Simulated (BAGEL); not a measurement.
# C2H3BClN (SMILES C#CB(N)Cl) at B3LYP/cc-pVDZ (density fitting with qzvpp-jkfit)

Aim: the energy change on altering one bond length of C2H3BClN at B3LYP/cc-pVDZ (density fitting with qzvpp-jkfit), from 2 runs. 

The results are computed with BAGEL 1.2.2.

2 further runs of the same task are left out: 1 that didn't finish, 1 set aside as unsound or not needed. Runs told in other sessions of the task aren't counted.

**1. The system as given**

C2H3BClN has 8 atoms, charge 0, and is taken as a singlet. As SMILES, `C#CB(N)Cl`. Geometry: relaxed at GFN2-xTB.

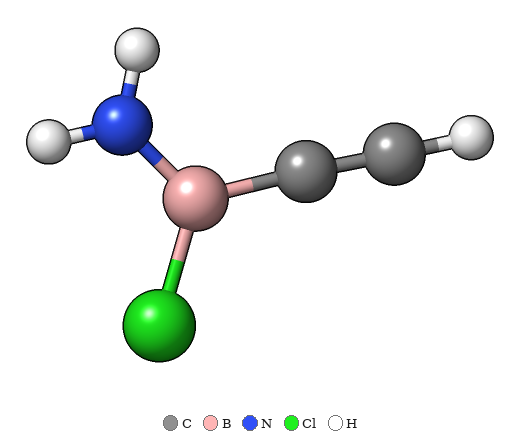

The structure, seen from a chosen angle (carbon grey, boron pink, nitrogen blue, chlorine green, hydrogen white).

**2. A single-point energy at B3LYP/cc-pVDZ (density fitting with qzvpp-jkfit)**

Input file calc.json:

```json
{ "bagel": [

{
  "title": "molecule",
  "basis": "cc-pvdz.json",
  "df_basis": "qzvpp-jkfit",
  "angstrom": "true",
  "geometry": [
    { "atom": "C", "xyz": [      -0.093600,       1.671730,       1.445530 ] },
    { "atom": "C", "xyz": [      -0.021150,       0.879920,       0.543170 ] },
    { "atom": "B", "xyz": [       0.080990,      -0.067780,      -0.638370 ] },
    { "atom": "N", "xyz": [      -0.019290,      -1.442560,      -0.490890 ] },
    { "atom": "Cl", "xyz": [       0.332360,       0.584170,      -2.235220 ] },
    { "atom": "H", "xyz": [      -0.160220,       2.351010,       2.245560 ] },
    { "atom": "H", "xyz": [       0.046320,      -2.081900,      -1.264990 ] },
    { "atom": "H", "xyz": [      -0.165420,      -1.894590,       0.395210 ] }
  ]
},

{ "title": "ks", "xc_func": "b3lyp" },

{ "title": "print", "file": "orbitals.molden", "orbitals": "true" }

]}
```

The basis set cc-pVDZ is read from a file made from the Basis Set Exchange's data (not shown).

Command:

```bash
$ BAGEL_NUM_THREADS=1 BAGEL calc.json > calc.out
```

What it wrote:

```text
* using 1 threads per process

  ===============================================================
  ===============================================================

  *** Geometry ***

  { "atom" : "C", "xyz" : [     -0.176878,      3.159112,      2.731656 ] },
  { "atom" : "C", "xyz" : [     -0.039968,      1.662808,      1.026443 ] },
  { "atom" : "B", "xyz" : [      0.153049,     -0.128086,     -1.206344 ] },
  { "atom" : "N", "xyz" : [     -0.036453,     -2.726043,     -0.927648 ] },
  { "atom" : "Cl", "xyz" : [      0.628069,      1.103921,     -4.223954 ] },
  { "atom" : "H", "xyz" : [     -0.302772,      4.442765,      4.243493 ] },
  { "atom" : "H", "xyz" : [      0.087532,     -3.934221,     -2.390485 ] },
  { "atom" : "H", "xyz" : [     -0.312598,     -3.580256,      0.746839 ] },

  Number of auxiliary basis functions:      484

  Since a DF basis is specified, we compute 2- and 3-index integrals:
    o Being stored without compression. Storage requirement is 0.031 GB

  Number of basis functions:       89
  Number of electrons      :       44

    * METHOD: MOLECULE                             0.25

  *** Kohn-Sham DFT ***

    * Removing 14647 points whose weight is below 1.00e-10
    * Grid points: 104601

  === Nuclear Repulsion ===
   169.9811796102

       - DIIS with orbital gradients will be used.

  === KS iteration (b3lyp / cc-pvdz.json) ===
      0       -564.51442336          0.09705667           0.42
      1       -396.47910048          0.18763576           0.41
      2       -513.00481932          0.10127162           0.42
      3       -584.60021721          0.12849096           0.41
      4       -591.89710416          0.10729807           0.42
      5       -593.22391789          0.10618413           0.42
      6       -595.31647333          0.10648345           0.42
      7       -589.69668298          0.11382437           0.42
      8       -542.55941286          0.13493652           0.42
      9       -598.88462454          0.12714853           0.41
     10       -617.36247584          0.02727625           0.42
     11       -617.44090426          0.02891021           0.41
     12       -617.84567447          0.00809318           0.41
     13       -617.88274950          0.00147043           0.41
     14       -617.88369624          0.00096515           0.41
     15       -617.88439112          0.00018689           0.42
     16       -617.88440779          0.00004371           0.41
     17       -617.88440867          0.00001405           0.41
     18       -617.88440867          0.00001514           0.42
     19       -617.88440878          0.00000222           0.41
     20       -617.88440878          0.00000092           0.41
     21       -617.88440878          0.00000011           0.41
     22       -617.88440878          0.00000005           0.42
     23       -617.88440878          0.00000002           0.42
     24       -617.88440878          0.00000000           0.42
    * SCF iteration converged.

    * Permanent dipole moment:
           (    0.125747,     0.821312,    -0.576286) a.u.

    * METHOD: KS                                  10.96

    * METHOD: PRINT                                0.01

  ===============================================================
```

Wall time 11 s (1 thread of Arm Neoverse V2, shared host); peak memory 0.44 GiB.

**3. The distorted shape**

Input file calc.json:

```json
{ "bagel" : [

{
  "title" : "molecule",
  "basis" : "cc-pvdz.json",
  "df_basis" : "qzvpp-jkfit",
  "angstrom" : true,
  "geometry" : [
    { "atom" : "C", "xyz" : [   -0.131308,    1.573932,    1.685071 ] },
    { "atom" : "C", "xyz" : [   -0.058858,    0.782122,    0.782711 ] },
    { "atom" : "B", "xyz" : [    0.043282,   -0.165578,   -0.398829 ] },
    { "atom" : "N", "xyz" : [   -0.056998,   -1.540358,   -0.251349 ] },
    { "atom" : "Cl", "xyz" : [    0.332360,    0.584170,   -2.235220 ] },
    { "atom" : "H", "xyz" : [   -0.197928,    2.253212,    2.485101 ] },
    { "atom" : "H", "xyz" : [    0.008612,   -2.179698,   -1.025449 ] },
    { "atom" : "H", "xyz" : [   -0.203128,   -1.992388,    0.634751 ] }
  ]
},
{ "title" : "ks", "xc_func" : "b3lyp" },
{ "title" : "print", "file" : "orbitals.molden", "orbitals" : true }

]}
```

The basis set cc-pVDZ is read from a file made from the Basis Set Exchange's data (not shown).

Command:

```bash
$ BAGEL_NUM_THREADS=1 BAGEL calc.json > calc.out
```

What it wrote:

```text
* using 1 threads per process

  ===============================================================
  ===============================================================

  *** Geometry ***

  { "atom" : "C", "xyz" : [     -0.248136,      2.974300,      3.184323 ] },
  { "atom" : "C", "xyz" : [     -0.111226,      1.477996,      1.479109 ] },
  { "atom" : "B", "xyz" : [      0.081791,     -0.312897,     -0.753678 ] },
  { "atom" : "N", "xyz" : [     -0.107711,     -2.910855,     -0.474981 ] },
  { "atom" : "Cl", "xyz" : [      0.628069,      1.103921,     -4.223954 ] },
  { "atom" : "H", "xyz" : [     -0.374030,      4.257954,      4.696160 ] },
  { "atom" : "H", "xyz" : [      0.016274,     -4.119032,     -1.937818 ] },
  { "atom" : "H", "xyz" : [     -0.383856,     -3.765068,      1.199506 ] },

  Number of auxiliary basis functions:      484

  Since a DF basis is specified, we compute 2- and 3-index integrals:
    o Being stored without compression. Storage requirement is 0.031 GB

  Number of basis functions:       89
  Number of electrons      :       44

    * METHOD: MOLECULE                             0.25

  *** Kohn-Sham DFT ***

    * Removing 14337 points whose weight is below 1.00e-10
    * Grid points: 104911

  === Nuclear Repulsion ===
   162.1408957862

       - DIIS with orbital gradients will be used.

  === KS iteration (b3lyp / cc-pvdz.json) ===
      0       -576.82438408          0.11213626           0.42
      1       -521.75601514          0.16608825           0.41
      2       -533.50835004          0.12155749           0.41
      3       -580.29353938          0.19529994           0.42
      4       -614.86923472          0.07834611           0.40
      5       -601.43504324          0.10058254           0.40
      6       -602.14238463          0.10357784           0.41
      7       -592.93710490          0.14049512           0.40
      8       -596.28326397          0.13837677           0.41
      9       -617.55617221          0.02094974           0.41
     10       -617.24773855          0.03528979           0.41
     11       -617.85398581          0.00560445           0.41
     12       -617.86957382          0.00294374           0.41
     13       -617.87381038          0.00060752           0.41
     14       -617.87410418          0.00019180           0.41
     15       -617.87413030          0.00003379           0.41
     16       -617.87413047          0.00002956           0.42
     17       -617.87413099          0.00000514           0.41
     18       -617.87413101          0.00000156           0.41
     19       -617.87413101          0.00000153           0.41
     20       -617.87413101          0.00000013           0.42
     21       -617.87413101          0.00000007           0.42
     22       -617.87413101          0.00000004           0.41
     23       -617.87413101          0.00000001           0.41
    * SCF iteration converged.

    * Permanent dipole moment:
           (    0.196603,     0.977294,    -1.039026) a.u.

    * METHOD: KS                                  10.42

    * METHOD: PRINT                                0.01

  ===============================================================
```

It took 11 s on 1 thread of Arm Neoverse V2, shared host; peak memory 0.44 GiB.

**4. Summary of results**

Level: B3LYP/cc-pVDZ (density fitting with qzvpp-jkfit).

| quantity | value |
| --- | --- |
| first shape: total energy | -617.88441 Eh |
| first shape: dipole moment | 2.57 D |
| first shape: HOMO energy | -7.64 eV |
| first shape: LUMO energy | -0.71 eV |
| first shape: HOMO–LUMO gap | 6.93 eV |
| distorted shape: total energy | -617.87413 Eh |
| distorted shape: dipole moment | 3.66 D |
| distorted shape: HOMO energy | -7.79 eV |
| distorted shape: LUMO energy | -1.09 eV |
| distorted shape: HOMO–LUMO gap | 6.70 eV |
| energy change with the B3–Cl5 bond stretched from 1.743 to 2.004 Å | 0.280 eV |

With the B3–Cl5 bond stretched from 1.743 to 2.004 Å the energy rises by 0.28 eV (6.4 kcal/mol). The first shape isn't relaxed at this level, so the change isn't measured from a minimum.
